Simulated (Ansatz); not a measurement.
**Two runs on C2H7GaO**

System: C2H7GaO.
Method of run A: RKS wB97M-V/def2-SVP (Ansatz 0.2.0).

The geometry comes from this level: PBE0-D4/def2-TZVP. Text and figures count atoms from 1; the logs count them from 0 in places.

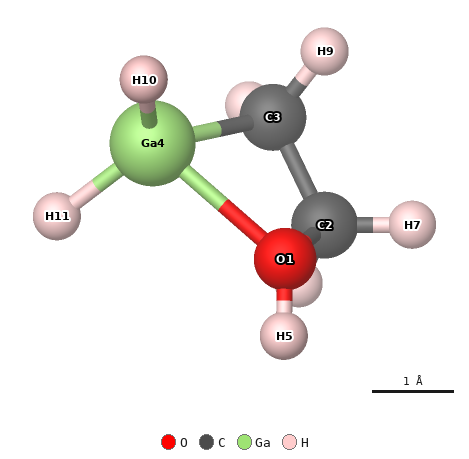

Figure 1. The structure (ball-and-stick view, seen at a tilt; atoms are numbered from 1 in the order of the input). Sticks mark near contacts.

Input, run A:
```yaml
crystal:
  periodic: [false, false, false]
  atoms:
    - {symbol: O, position_ang: [-1.283549, 0.347205, 0.013824]}
    - {symbol: C, position_ang: [-0.037883, 1.021174, 0.374060]}
    - {symbol: C, position_ang: [1.038853, 0.191469, -0.284397]}
    - {symbol: Ga, position_ang: [-0.093230, -1.466783, -0.420601]}
    - {symbol: H, position_ang: [-1.971474, 0.498632, 0.668075]}
    - {symbol: H, position_ang: [0.062026, 1.013310, 1.462909]}
    - {symbol: H, position_ang: [-0.106534, 2.057835, 0.031678]}
    - {symbol: H, position_ang: [1.930275, 0.102208, 0.335725]}
    - {symbol: H, position_ang: [1.324746, 0.584657, -1.260323]}
    - {symbol: H, position_ang: [-0.581206, -2.018772, -1.808460]}
    - {symbol: H, position_ang: [-0.282016, -2.330925, 0.887520]}
basis:
  gaussian: {orbitals: def2-SVP}
hamiltonian: {xc: {name: wB97M-V}}
output: {orbitals: {seedname: orbitals}}
```

Hardware: 4 CPU threads, shared host.

Output (run A):
```
Functional definition: wB97M-V
  parameter omega = 0.3/bohr
  parameter cx = 0.15
  parameter cx01 = 1.007
  parameter cx10 = 0.259
  parameter css00 = 0.443
  parameter css04 = -1.437
  parameter css10 = -4.535
  parameter css20 = -3.390
  parameter css43 = 4.278
  parameter cos00 = 1.000
  parameter cos10 = 1.358
  parameter cos20 = 2.924
  parameter cos21 = -8.812
  parameter cos60 = -1.390
  parameter cos61 = 9.142
  parameter b = 6.0
  parameter c = 0.01
  gx(w, u) = 1 - cx + cx01*u + cx10*w
  gss(w, u) = css00 + css04*u^4 + css10*w + css20*w^2 + css43*w^4*u^3
  gos(w, u) = cos00 + cos10*w + (cos20 + cos21*u)*w^2 + (cos60 + cos61*u)*w^6
  exchange = spin_sum(e_x_unif_sr(omega)*gx(b97_w, b97_u_x)) + cx*exact_x_sr(omega) + exact_x_lr(omega)
  correlation = spin_sum(e_c_pw_mod_same_spin*gss(b97_w, b97_u_same))
      + integral(e_c_pw_mod_opposite_spin*gos(b97_w_opposite, b97_u_opposite)) + vv10(b, c)
1247 factors; their error is unknown
302 factors; integrals over basis functions are off by at most 5.7e-6 eV
mean field evaluation 1: about -56593.8396 eV, gradient 4.4e1 eV
mean field evaluation 2: about -56594.7906 eV, gradient 4.1e1 eV
mean field evaluation 4: about -56597.7975 eV, gradient 1.9e0 eV
mean field evaluation 8: about -56597.8074 eV, gradient 1.0e-1 eV
mean field evaluation 16: about -56597.8823 eV, gradient 9.2e-5 eV
mean field -56597.88230202 eV, -2079.9338111768 hartree, gradient 2.8e-5 eV, S^2 0.000000; 0 other end points of the search recorded, 0 dependent functions left out
reference -56597.88235054 eV, -2079.9338129598 hartree; 29, 29 occupied and 80, 80 virtual orbitals, 1247 factors
Total energy: -56597.88235054 eV, -2079.9338129598 hartree
```

For run B the input was changed thus:
```diff
-  gaussian: {orbitals: def2-SVP}
+  gaussian: {orbitals: "def2-QZVPP.json"}
```

How does run B compare with run A?

The total energy of run B is 302.9 kcal/mol lower, which measures the change of basis and not a stability. The HOMO goes from −9.41 to −9.48 eV. The LUMO goes from 1.58 to 0.79 eV. The basis functions go from 109 to 470.

Output (run B):
```
Functional definition: wB97M-V
  parameter omega = 0.3/bohr
  parameter cx = 0.15
  parameter cx01 = 1.007
  parameter cx10 = 0.259
  parameter css00 = 0.443
  parameter css04 = -1.437
  parameter css10 = -4.535
  parameter css20 = -3.390
  parameter css43 = 4.278
  parameter cos00 = 1.000
  parameter cos10 = 1.358
  parameter cos20 = 2.924
  parameter cos21 = -8.812
  parameter cos60 = -1.390
  parameter cos61 = 9.142
  parameter b = 6.0
  parameter c = 0.01
  gx(w, u) = 1 - cx + cx01*u + cx10*w
  gss(w, u) = css00 + css04*u^4 + css10*w + css20*w^2 + css43*w^4*u^3
  gos(w, u) = cos00 + cos10*w + (cos20 + cos21*u)*w^2 + (cos60 + cos61*u)*w^6
  exchange = spin_sum(e_x_unif_sr(omega)*gx(b97_w, b97_u_x)) + cx*exact_x_sr(omega) + exact_x_lr(omega)
  correlation = spin_sum(e_c_pw_mod_same_spin*gss(b97_w, b97_u_same))
      + integral(e_c_pw_mod_opposite_spin*gos(b97_w_opposite, b97_u_opposite)) + vv10(b, c)
1545 factors; their error is unknown
381 factors; integrals over basis functions are off by at most 7.9e-6 eV
mean field evaluation 1: about -56604.8476 eV, gradient 5.7e1 eV
mean field evaluation 2: about -56605.5258 eV, gradient 5.8e1 eV
mean field evaluation 4: about -56610.9162 eV, gradient 2.8e0 eV
mean field evaluation 8: about -56610.9342 eV, gradient 9.3e-2 eV
mean field evaluation 16: about -56611.0169 eV, gradient 1.1e-4 eV
mean field -56611.01686008 eV, -2080.4164972825 hartree, gradient 4.1e-5 eV, S^2 0.000000; 0 other end points of the search recorded, 0 dependent functions left out
reference -56611.01692899 eV, -2080.4164998150 hartree; 29, 29 occupied and 441, 441 virtual orbitals, 1545 factors
Total energy: -56611.01692899 eV, -2080.4164998150 hartree
```

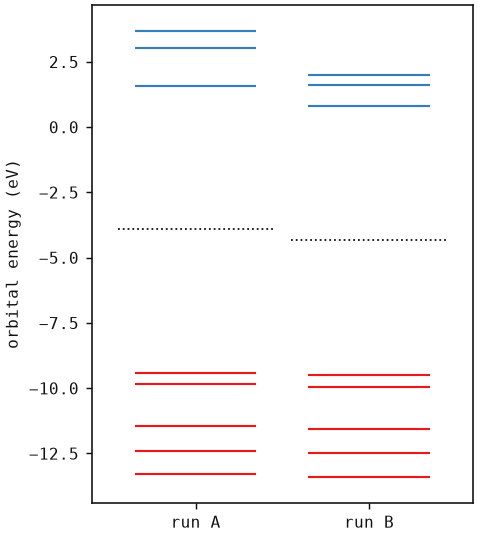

Figure 2. The five highest filled and three lowest empty orbital energies of the two runs; the dotted lines part filled from empty levels. The HOMO–LUMO gap is 11.00 eV in run A and 10.27 eV in run B.

The two runs side by side:

```csv
quantity,run A,run B
outcome,converged,converged
total energy (hartree),−2079.933813,−2080.416500
HOMO (eV),−9.41,−9.48
LUMO (eV),1.58,0.79
basis functions,109,470
wall time (shared host),12 s,59 s
```
